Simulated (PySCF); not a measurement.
**CH16ClF2N3O2Si6: density, localisation and related maps**

The calculation's input:

```
{"job": {"xc": "PBE0", "basis": "6-31G*", "kind": "nmr", "pop": true}, "charge": 0, "multiplicity": 1}
C     -4.401901     2.453458    -0.945418
O     -3.445648     1.452610    -1.148554
Si    -2.851025     0.413189    -0.075820
F     -2.178784     1.226174     1.151655
N     -1.643097    -0.417977    -0.937946
Si    -0.601618    -1.589169    -0.223230
N      0.172165    -0.836317     1.112028
Si     1.525987    -1.390870     2.014307
Cl     0.967212    -1.961119     3.862927
N      2.587244    -0.051423     2.226180
Si     3.153668     1.059679     1.010176
F      4.265913     0.243168     0.145980
Si     1.537149     1.851729    -0.421624
O      0.460977    -1.996957    -1.364586
Si     1.910906    -2.524352    -1.861975
H     -4.124322     3.093747    -0.106789
H     -5.378962     2.011125    -0.741077
H     -4.458545     3.050048    -1.855798
H     -3.834244    -0.407749     0.610349
H     -1.698234    -0.407520    -1.939803
H     -1.312261    -2.808716     0.162927
H     -0.320969    -0.046007     1.491221
H      2.098533    -2.545557     1.337443
H      3.117236    -0.063449     3.083112
H      4.022478     1.955721     1.778518
H      2.105024     3.015428    -1.134363
H      0.366144     2.368265     0.291564
H      1.129870     0.904855    -1.461604
H      2.945318    -1.586687    -1.439244
H      2.115930    -3.856887    -1.290472
H      1.755833    -2.578953    -3.315453
```

Launched as:

```sh
OMP_NUM_THREADS=1 python ens_run.py task.json out
```

Geometry: GFN2-xTB.

These are results of PBE0/6-31G*, SCF density, gas phase, non-relativistic (PySCF), not measurements.

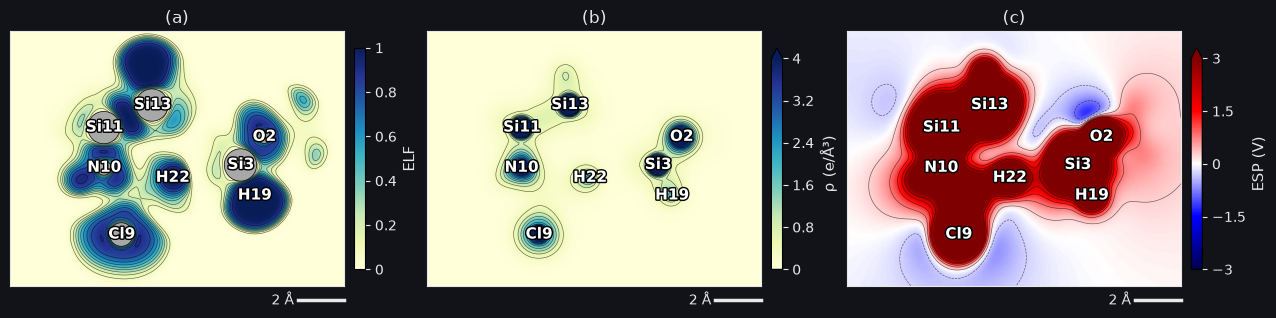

Figure 1. (a) ELF; (b) electron density; (c) molecular electrostatic potential on the plane of atoms N10, Si11 and Si13. Grey discs cover the atomic cores in the ELF map.

**Interpret the plot.**

- Atoms in the plane: O, Si, Cl, N and H.
- Si–O (1.61 Å): ρ is about 1.2 e/Å³ halfway; the ELF peaks at about 0.85 between the atoms: a short, strongly polar bond.
- Si–Si (2.30 Å): ρ at the midpoint is about 0.69 e/Å³; the ELF peaks at about 1 between the atoms; a covalent bond.
- The ELF also peaks beside Cl9 and O2, away from the bonds: lone-pair regions.
- Outside the dense part of the molecule the potential is most negative (−1.2 V) near O2.

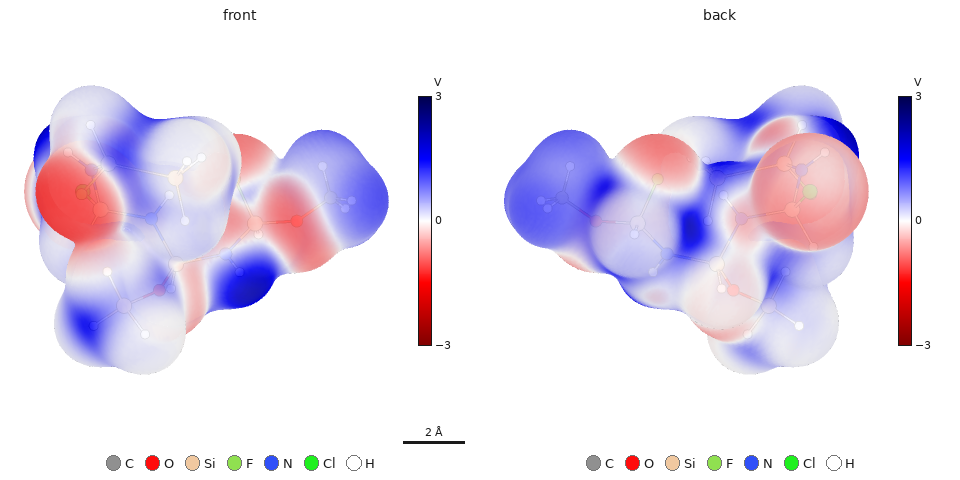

Figure 2. The electrostatic potential painted on the density surface at 0.002 e/bohr³, seen from the front and from behind; the colour scale runs from red (negative) to blue (positive).

**Describe the electrostatic potential map.**

The most negative region (about −1.1 V, or −25 kcal/mol for a unit charge) lies over F12, the most positive (about +2.0 V, or +46 kcal/mol for a unit charge) over Si3, H20 and H24.

**How polar is the molecule by this calculation?**

Its dipole moment is 2.92 D.
